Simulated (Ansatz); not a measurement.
# CH₆BClSi (SMILES CB[SiH2]Cl): what the fields show

Input

```
crystal:
  periodic: [false, false, false]
  atoms:
    - {symbol: C, position_ang: [-1.408847, 0.711366, -0.039345]}
    - {symbol: B, position_ang: [-0.468218, -0.507022, -0.229398]}
    - {symbol: Si, position_ang: [1.486989, -0.378382, 0.236392]}
    - {symbol: Cl, position_ang: [2.612559, -1.954019, -0.487014]}
    - {symbol: H, position_ang: [-1.044720, 1.520045, 0.596968]}
    - {symbol: H, position_ang: [-1.497472, 1.128703, -1.058324]}
    - {symbol: H, position_ang: [-2.428702, 0.440116, 0.245537]}
    - {symbol: H, position_ang: [-0.910328, -1.520116, -0.691537]}
    - {symbol: H, position_ang: [1.643323, -0.365040, 1.718615]}
    - {symbol: H, position_ang: [2.098416, 0.873249, -0.289094]}
basis:
  gaussian: {orbitals: def2-TZVPP}
hamiltonian: {xc: pbe0, dispersion: d4}
output: {orbitals: {seedname: orbitals}}
```

Command:

```sh
ansatz run in.yaml --threads 2 --pin off --events-out ev --progress --plain --max-ram 4352MiB
```

Geometry: PBE0-D4/def2-TZVP.

The calculation used Ansatz, RKS PBE0-D4/def2-TZVPP.

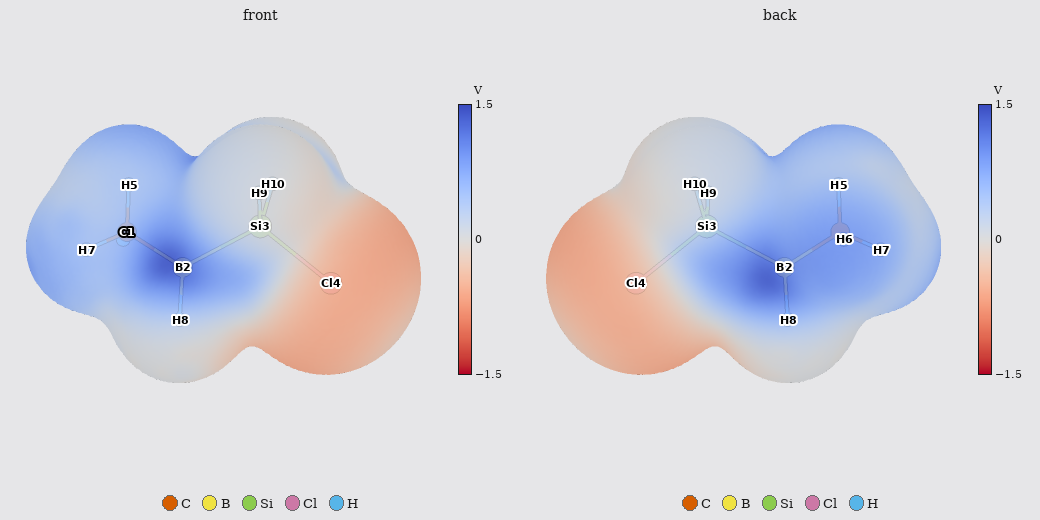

Figure 1. The electrostatic potential painted on the density surface at 0.001 e/bohr³, seen from the front and from behind; the colour scale runs from red (negative) to blue (positive).

Describe the electrostatic potential map.

Answer. The most negative region (about −0.6 V) lies over Cl4, the most positive (about +1.3 V) over B2.

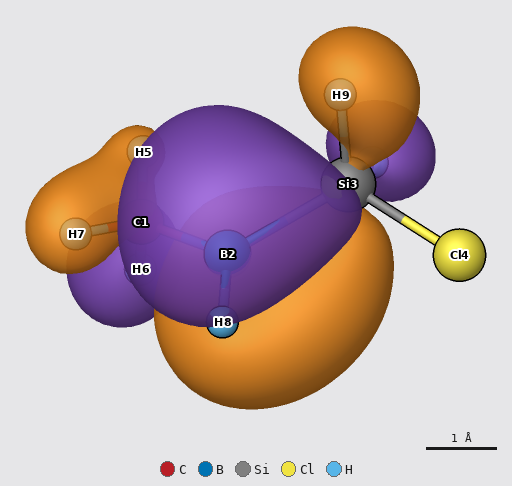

Figure 2. One frontier orbital at ±0.06 Å⁻³ᐟ² (orange and purple are the two phases), seen at a tilt.

Which orbital is it: HOMO or LUMO?

Answer. The LUMO, at −2.13 eV. It lies mainly on B2 (about 55 %), Si3 (about 20 %), C1 (about 10 %) and H8 (about 5 %).

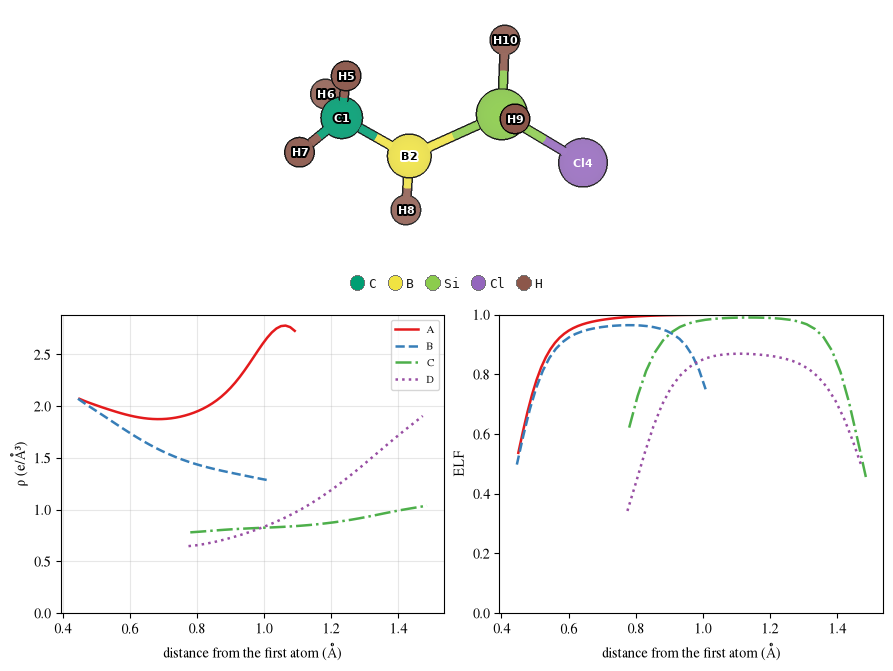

Figure 3. Total electron density and electron localisation function along straight lines between neighbouring atoms. The curves leave out the atomic cores. The structure is drawn too.

Which curve belongs to which contact (C–B, C–H, Si–B and Si–Cl)? The first atom named is at distance zero.

Answer. Curve A: C–H (1.09 Å): ρ at the midpoint is about 2 e/Å³; the ELF climbs to about 1 towards the hydrogen, as it does in any bond to H; a covalent bond by its length. Curve B: C–B (1.55 Å): the density is about 1.5 e/Å³ at the midpoint; the ELF peaks at about 0.95 between the atoms: localised, covalent bonding. Curve C: Si–B (2.01 Å): the density is about 0.83 e/Å³ at the midpoint; the ELF peaks at about 1 between the atoms: a covalent bond. Curve D: Si–Cl (2.07 Å): ρ is about 0.88 e/Å³ halfway; the ELF peaks at about 0.85 between the atoms: a shared but strongly polarised pair.
